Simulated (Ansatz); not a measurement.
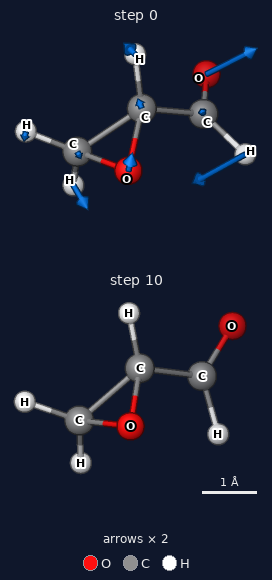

The structure of C3H4O2 (coarse preliminary run) before (top) and after (bottom) a relaxation, at one scale. The blue arrows give the displacements, 2 times their true length.

The picture is a ball-and-stick view, seen at a tilt.

The start comes from a force field.

Level of theory: Ansatz, RKS PBE-D4/def2-SVP.

Input
```yaml
crystal:
  periodic: [false, false, false]
  atoms:
    - {symbol: O, position_ang: [-0.761000, 1.817800, 0.963400]}
    - {symbol: C, position_ang: [-0.200300, 1.347400, 0.022600]}
    - {symbol: C, position_ang: [0.456000, 0.059400, 0.180100]}
    - {symbol: C, position_ang: [-0.148000, -1.215400, -0.140400]}
    - {symbol: O, position_ang: [0.741900, -0.656800, -1.048600]}
    - {symbol: H, position_ang: [-0.122800, 1.843700, -0.968700]}
    - {symbol: H, position_ang: [1.281400, 0.031400, 0.962400]}
    - {symbol: H, position_ang: [0.103500, -2.105200, 0.392300]}
    - {symbol: H, position_ang: [-1.262200, -1.168800, -0.380200]}
basis:
  gaussian: {orbitals: def2-SVP}
hamiltonian: {xc: pbe, dispersion: d4}
relax: {f_tol: 0.03, max_steps: 200}
```

Question: Describe what moved and what it gained.

Answer: The atom that moves furthest after the best rigid fit is H6 (0.73 Å). Largest moves by element: H 0.73 Å, O 0.65 Å, C 0.11 Å. Some distances before and after: C2–C3 1.454 → 1.498 Å, C3–C4 1.447 → 1.488 Å, C4–H8 1.067 → 1.107 Å, C3–H7 1.138 → 1.107 Å. Bond angles that change, for instance: C2–C3–C4 124.6° → 118.4°, O1–C2–C3 118.4° → 124.2°, C3–C4–H9 114.7° → 119.7°. Groups turn about C2–C3 by about 45°. The energy falls by 9.42 kcal/mol in 9 accepted moves (10 points after the start). Largest force component: 3 eV/Å at the start, 0.0071 eV/Å at the end. The line search rejected the trial step at point 9 of the run. The run took roughly 30 core-seconds on a shared host.
